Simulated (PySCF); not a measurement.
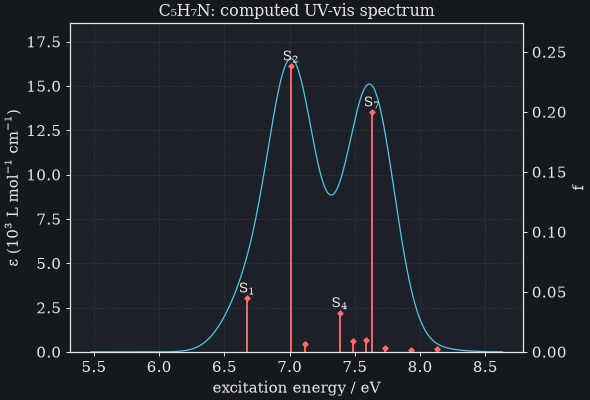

Computed absorption of C₅H₇N, SMILES C/C=C\CC#N. Vertical TDDFT excitations, B3LYP/def2-SVPD with PySCF, at a PBE0-D3(BJ)/def2-SVP geometry (no frequency check), gas phase. The lowest 10 singlet states are shown; each is broadened by a Gaussian of 1/e half-width 0.25 eV. Sticks give oscillator strengths (right axis).

> Where is the lowest singlet, and is it bright?

S1 lies at 6.67 eV (186 nm) with f = 0.045, mainly HOMO → LUMO+1 (76 %); it is weak.

> List the transitions behind the spectrum.

```csv
state,E (eV),λ (nm),f,main character
S1,6.67,186,0.045,HOMO → LUMO+1 (76 %)
S2,7.01,177,0.238,HOMO → LUMO (52 %)
S3,7.11,174,0.007,HOMO → LUMO+2 (94 %)
S4,7.39,168,0.032,HOMO → LUMO+3 (45 %)
S5,7.48,166,0.009,HOMO−2 → LUMO (58 %)
S6,7.59,163,0.010,HOMO−1 → LUMO (62 %)
S7,7.63,162,0.200,HOMO → LUMO+4 (45 %)
S8,7.73,160,0.003,HOMO → LUMO+5 (88 %)
S9,7.93,156,0.002,HOMO−1 → LUMO+2 (71 %)
S10,8.13,152,0.002,HOMO−2 → LUMO+2 (27 %)
```

Caveats: states above the negative HOMO energy depend on the basis; one conformer of a flexible molecule; core orbitals are frozen in the response.
